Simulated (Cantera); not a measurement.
A closed system holds: 1 mol SiH4, 0.16 mol N2O, at 1200 Pa.

Method: chemical equilibrium by Gibbs-energy minimisation in Cantera with the NASA 1993 tables (ideal gas, pure condensed phases). Candidate condensed phases: H2O, Si, SiO2, Si2N2O, Si3N4; 35 gas species. Mutual solubility and eutectic melting of coexisting phases are not modelled. The tables' values for SiN are old estimates; treat these amounts as uncertain. Gases not in the tables: Si2H6 and higher silanes. Rates play no part.

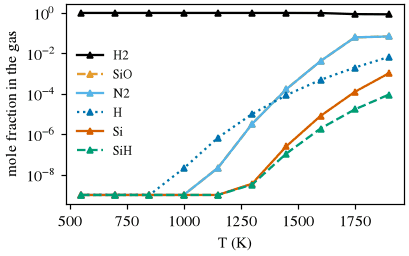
Figure. Equilibrium gas composition (values under 1e-9 drawn at 1e-9)

From 550 K to 1600 K the condensed part is Si(s) + Si2N2O(s). At 1750 K the condensed part is Si(l) + Si2N2O(s). At 1900 K the condensed part is Si(l).
